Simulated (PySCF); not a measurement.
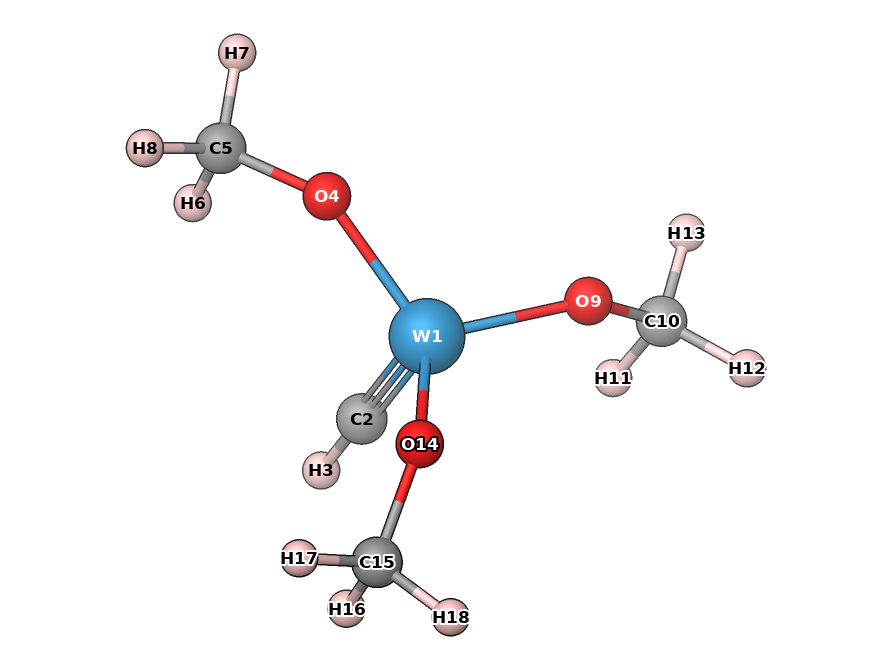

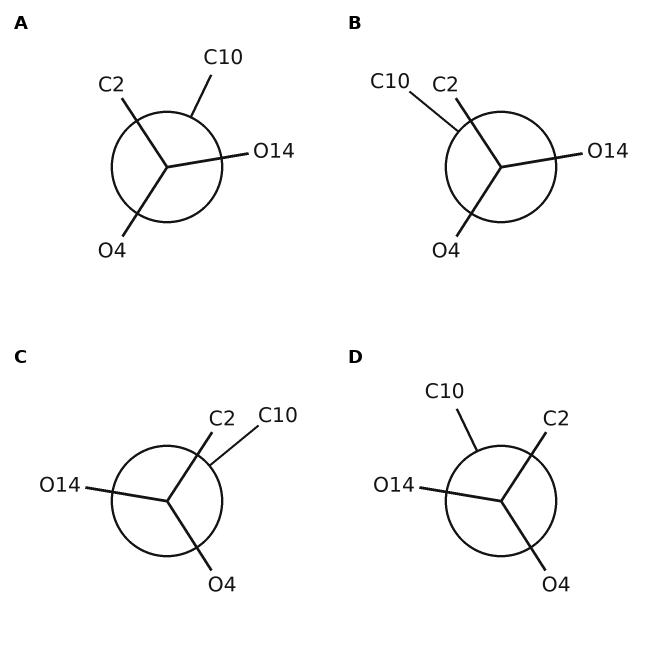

Distant atoms are faded towards the background colour. Bonds that would overlap in a projection are set slightly apart. The species is neutral and a spin singlet. The geometry was computed by an optimisation with PBE0-D3(BJ)/def2-SVP. No frequency run is at hand to confirm it as a minimum.

Which Newman projection shows the view along W1–O9, with W1 in front?

Answer. C. The torsion angle O4–W1–O9–C10 is −113°, anticlinal.
